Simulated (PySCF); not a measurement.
**IrSBr: structure of the quintet**

The task is one start of a wider search on IrSBr: the quintet, from a PBE0 minimum start. It is relaxed, tested by its Hessian and followed downhill if it is a saddle.

Computed with PySCF 2.14.0. Level: PBE0, basis Ir def2-SVP with ECP60, S def2-SVP, Br def2-SVP, scalar-relativistic core potentials, no spin–orbit coupling, density fitting.

### 1 The system as given

3 atoms, charge 0, spin multiplicity 5.

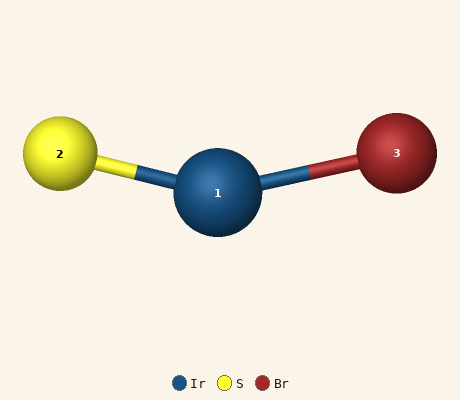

The starting geometry (iridium blue, sulfur yellow, bromine red); atoms are numbered from 1 in the order of the file.

Z-matrix (Å, degrees; charge 0 multiplicity 5):
```
Ir
S  1 2.1426
Br 1 2.4172 2 153.71
```

### 2 Finding the electronic state

One driver script runs all steps and calls PySCF; scf.py shows how it sets up the SCF of each step. The optimiser is the driver's own. After this first run the driver tries any further starts and a stability analysis.

scf.py

```python
from pyscf import gto, scf, dft
mol = gto.M(atom='''
Ir    -0.382700     0.000000    -0.186260
S     -2.484616     0.000000     0.229284
Br     1.950985     0.000000     0.443799''',
    basis={'Ir': 'def2-SVP', 'S': 'def2-SVP', 'Br': 'def2-SVP'},
    ecp={'Ir': 'def2-SVP'},
    charge=0, spin=4)
mf = dft.UKS(mol, xc='PBE0')
mf.grids.atom_grid = (50, 194)
aux = {'Ir': 'def2-universal-JKFIT', 'S': 'def2-universal-JKFIT', 'Br': 'def2-universal-JKFIT'}
mf = mf.density_fit(auxbasis=aux)
mf.conv_tol = 1e-08
mf.diis_space = 10
mf.max_cycle = 60
mf.init_guess = 'minao'
mf.verbose = 4
mf.kernel()
```

Started as:

```console
$ OMP_NUM_THREADS=2 python axn.py task.json out
```

Standard output:

```text
init E= -3062.93164427147
[... the frontier-level lines of each cycle are left out ...]
cycle= 1 E= -3074.602232849  delta_E= -11.7  |g|= 1.34  |ddm|= 5.86
cycle= 2 E= -3065.19833071725  delta_E=  9.4  |g|= 3.25  |ddm|= 8.33
cycle= 3 E= -3075.74193535474  delta_E= -10.5  |g|= 0.253  |ddm|= 7.97
cycle= 4 E= -3075.58097539276  delta_E= 0.161  |g|= 0.595  |ddm|= 1.08
cycle= 5 E= -3075.78025618912  delta_E= -0.199  |g|= 0.216  |ddm|= 0.659
cycle= 6 E= -3075.79154397962  delta_E= -0.0113  |g|= 0.163  |ddm|= 0.111
cycle= 7 E= -3075.80455713012  delta_E= -0.013  |g|= 0.0474  |ddm|= 0.157
cycle= 8 E= -3075.80589817687  delta_E= -0.00134  |g|= 0.00789  |ddm|= 0.073
cycle= 9 E= -3075.80593636257  delta_E= -3.82e-05  |g|= 0.00272  |ddm|= 0.0131
cycle= 10 E= -3075.80594887325  delta_E= -1.25e-05  |g|= 0.00137  |ddm|= 0.00834
cycle= 11 E= -3075.80595637096  delta_E= -7.5e-06  |g|= 0.000754  |ddm|= 0.00746
cycle= 12 E= -3075.80596252336  delta_E= -6.15e-06  |g|= 0.000574  |ddm|= 0.0108
cycle= 13 E= -3075.8059646428  delta_E= -2.12e-06  |g|= 0.000156  |ddm|= 0.0078
cycle= 14 E= -3075.80596491456  delta_E= -2.72e-07  |g|= 0.000103  |ddm|= 0.0023
cycle= 15 E= -3075.80596498704  delta_E= -7.25e-08  |g|= 6.14e-05  |ddm|= 0.00116
cycle= 16 E= -3075.80596500787  delta_E= -2.08e-08  |g|= 3.03e-05  |ddm|= 0.000693
cycle= 17 E= -3075.80596500957  delta_E= -1.7e-09  |g|= 9.29e-06  |ddm|= 0.000194
Extra cycle  E= -3075.80596500956  delta_E= 7.28e-12  |g|= 1.8e-05  |ddm|= 4.31e-05
converged SCF energy = -3075.80596500956  <S^2> = 6.0111105  2S+1 = 5.0044422
```

This step, with its further starts and checks, ran for 24 s (2 threads of Arm Neoverse N1, shared host).

The starts that the driver tried:

```
                      start   energy (Eh)
    the minimal-basis guess  -3075.805965
a thermally smeared density  -3075.805965
      a smeared PBE density  -3075.805484
```

The test of internal stability and the other starts found no lower solution of this spin.

### 3 Relaxing the quintet from the PBE0 minimum start

The program finds Cs symmetry in the start, which this walk keeps. Threshold on the gradient: 0.0003 Eh/bohr, with a further test on the energy change.

scf.py, as its differences from that of step 2:

```diff
@@ -3,3 +3,3 @@
-Ir    -0.382700     0.000000    -0.186260
-S     -2.484616     0.000000     0.229284
-Br     1.950985     0.000000     0.443799''',
+Ir    -0.384949     0.000000    -0.207367
+S     -2.486865     0.000000     0.208177
+Br     1.948736     0.000000     0.422692''',
@@ -16 +15,0 @@
-mf.init_guess = 'minao'
```

The optimiser's trace:

```
step   energy (Eh)  change (kJ/mol)  largest symmetric gradient (Eh/bohr)
   0  -3075.805965             0.00                               0.00011
```

The walk took 3 s.

Geometry (Å) and forces (eV/Å) at some steps:

```
step 0
Ir  -0.385   0.000  -0.207   0.004   0.000  -0.006
S   -2.487   0.000   0.208  -0.001   0.000   0.002
Br   1.949   0.000   0.423  -0.003   0.000   0.004
```

It settles in Cs symmetry, 0.0 kJ/mol below the start, after 0 steps: Ir–Br 2.417 Å, Ir–S 2.143 Å; Br–Ir–S 153.7°.

### 4 Hessian and properties

On the finer grid the gradient is checked again; gradients at displacements of ±0.02 bohr then give force constants and infrared intensities.

scf.py, as its differences from that of step 3:

```diff
@@ -3,3 +3,3 @@
-Ir    -0.384949     0.000000    -0.207367
-S     -2.486865     0.000000     0.208177
-Br     1.948736     0.000000     0.422692''',
+Ir    -0.385015     0.000000    -0.207298
+S     -2.486824     0.000000     0.208134
+Br     1.948762     0.000000     0.422667''',
@@ -10 +10 @@
-mf.grids.atom_grid = (50, 194)
+mf.grids.atom_grid = (75, 302)
@@ -13 +13 @@
-mf.conv_tol = 1e-08
+mf.conv_tol = 1e-10
```

This SCF starts from the last density.

SCF at the final geometry:

```text
init E= -3075.8059819684
[... the frontier-level lines of each cycle are left out ...]
cycle= 1 E= -3075.80598196835  delta_E= 5.82e-11  |g|= 1.15e-05  |ddm|= 2.31e-05
cycle= 2 E= -3075.80598196805  delta_E= 2.94e-10  |g|= 2.61e-05  |ddm|= 4.41e-05
cycle= 3 E= -3075.8059819684  delta_E= -3.51e-10  |g|= 5.7e-06  |ddm|= 3.08e-05
cycle= 4 E= -3075.80598196842  delta_E= -1.82e-11  |g|= 3.18e-07  |ddm|= 6.47e-06
Extra cycle  E= -3075.80598196842  delta_E= 1.82e-12  |g|= 4.89e-07  |ddm|= 1.53e-06
converged SCF energy = -3075.80598196842  <S^2> = 6.0111075  2S+1 = 5.004441
```

The whole step took 84 s.

Geometry: Cs; Ir–Br 2.417 Å, Ir–S 2.142 Å; Br–Ir–S 153.7°.

Harmonic modes (main isotopes):

```tsv
symmetry	ω (cm⁻¹)	IR (km/mol)	type
a'	29	2.0	bend
a'	247	20.6	stretch
a'	474	5.7	stretch
```

All wavenumbers are real: a minimum.

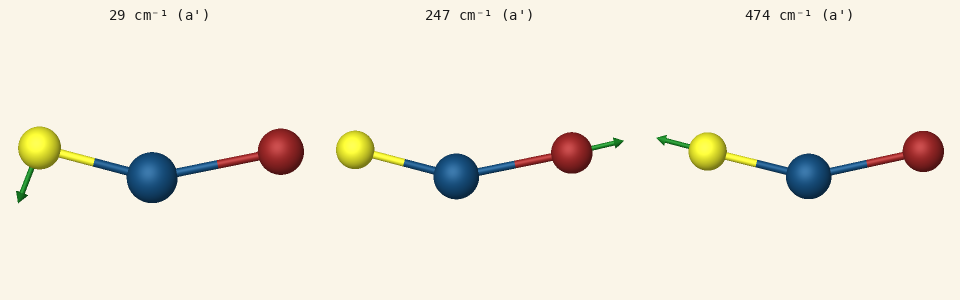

How the atoms move in 3 of the modes.

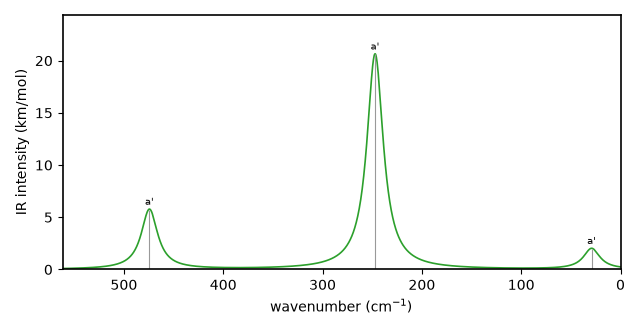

The harmonic infrared spectrum (widths in cm⁻¹). Lines are broadened to a width of 20 cm⁻¹ (Lorentzian).

Constants and moments:

- Dipole moment: 1.52 D
- Highest occupied level: -7.33 eV
- Lowest empty level: -5.08 eV
- Rotational constants: 1.068, 0.03157, 0.03066 cm⁻¹
- Zero-point energy: 4.5 kJ/mol
- Principal polarisabilities: 42.4, 44.6, 134.1 bohr³
- Atomisation energy without zero-point energy: 658 kJ/mol
- Principal traceless quadrupole moments about the centre of mass: -5.68, 2.18, 3.51 D Å
- Entropy at 298.15 K and 1 bar (electronic part: spin only): 340.9 J/(mol K)
- Heat capacity Cp at 298.15 K: 54.4 J/(mol K)
- Enthalpy at 298.15 K above 0 K: 14.15 kJ/mol
- Rotational symmetry number: 1
- Spin squared ⟨S²⟩: 6.011

Charges (e) and bond orders:

```
atom  Mulliken  Löwdin  polar tensor  spin (Mulliken)  Mayer order to Ir1
 Ir1      0.36   -0.20          0.73             2.53                   –
  S2     -0.10    0.21         -0.20             1.24                1.78
 Br3     -0.26   -0.01         -0.53             0.23                1.01
```

Outer orbital energies (eV). α occupied: -10.70, -10.16, -9.36, -8.87, -8.84, -8.59, -7.44, -7.33; empty: -1.02, -0.05, 0.74, 2.08. β occupied: -19.09, -11.35, -9.99, -9.67, -8.77, -8.53, -8.12, -8.00; empty: -5.08, -4.47, -4.01, -3.91.

Mulliken populations on Ir1 (outside its core potential): s 2.80, p 6.29, d 7.53, f 0.02.

### 5 Results

| quantity | value |
| --- | --- |
| minimum | quintet, Cs |
| geometry | Ir–Br 2.417 Å, Ir–S 2.142 Å; Br–Ir–S 153.7° |
| wavenumbers (cm⁻¹) | 29 (a'), 247 (a'), 474 (a') |
| dipole moment | 1.52 D |
| highest occupied, lowest empty level (either spin) | -7.33, -5.08 eV |
| polar-tensor charge of Ir1 | +0.73 e |
| zero-point energy | 4.5 kJ/mol |
| entropy at 298.15 K | 340.9 J/(mol K) |
| atomisation energy (no zero-point energy) | 658 kJ/mol |
| ⟨S²⟩ | 6.011 |

The molecule stays Cs, as typed, and the end point is a minimum. The strongest infrared band lies at 247 cm⁻¹ (a', stretch). Most of the spin sits on Ir1 (Mulliken spin 2.53, against 4 for the whole molecule). Only this shape and spin were tried, so other structures or states may lie lower. One determinant may miss the lowest occupation of an open d or f shell. Spin–orbit coupling, left out here, can matter for elements this heavy.

The search up to here took 1.9 min.
